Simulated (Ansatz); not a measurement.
The calculation's input:

```
crystal:
  periodic: [false, false, false]
  atoms:
    - {symbol: N, position_ang: [-1.545378, 0.423805, -0.696320]}
    - {symbol: Ti, position_ang: [0.143683, 0.173736, 0.112791]}
    - {symbol: N, position_ang: [-0.093433, -1.165819, 1.426464]}
    - {symbol: N, position_ang: [1.285791, -0.431492, -1.264090]}
    - {symbol: O, position_ang: [0.828019, 1.673842, 0.852331]}
    - {symbol: H, position_ang: [-2.385594, 0.685664, -0.199539]}
    - {symbol: H, position_ang: [-1.732815, 0.337105, -1.683652]}
    - {symbol: H, position_ang: [-0.810764, -1.875244, 1.397939]}
    - {symbol: H, position_ang: [0.422904, -1.223339, 2.292823]}
    - {symbol: H, position_ang: [1.932871, 0.176959, -1.746704]}
    - {symbol: H, position_ang: [1.516053, -1.396475, -1.450941]}
    - {symbol: H, position_ang: [0.515462, 2.566158, 0.992798]}
basis:
  gaussian: {orbitals: def2-TZVPP}
hamiltonian: {xc: pbe0, dispersion: d4}
output: {orbitals: {seedname: orbitals}}
```

Run with:

```sh
ansatz run in.yaml --threads 4 --pin off --events-out ev --progress --plain --max-ram 11315MiB
```

Geometry: PBE0-D4/def2-TZVP.

All numbers below come from RKS PBE0-D4/def2-TZVPP (Ansatz 0.2.0).

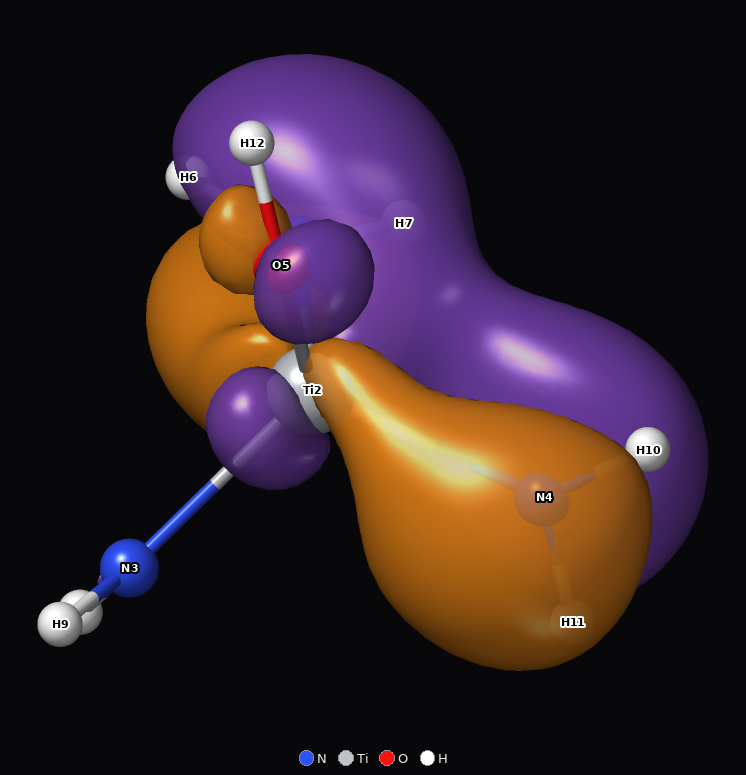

H₇N₃OTi (SMILES [NH2][Ti]([NH2])([NH2])[OH]). The HOMO−1 at ±0.1 Å⁻³ᐟ² (orange and purple are the two phases), seen at a tilt.

### Where does this orbital lie, and at what energy?

Its weight (Hirshfeld) is mainly on N4 (about 35 %), N1 (about 35 %) and Ti2 (about 15 %). Its energy is −7.12 eV.
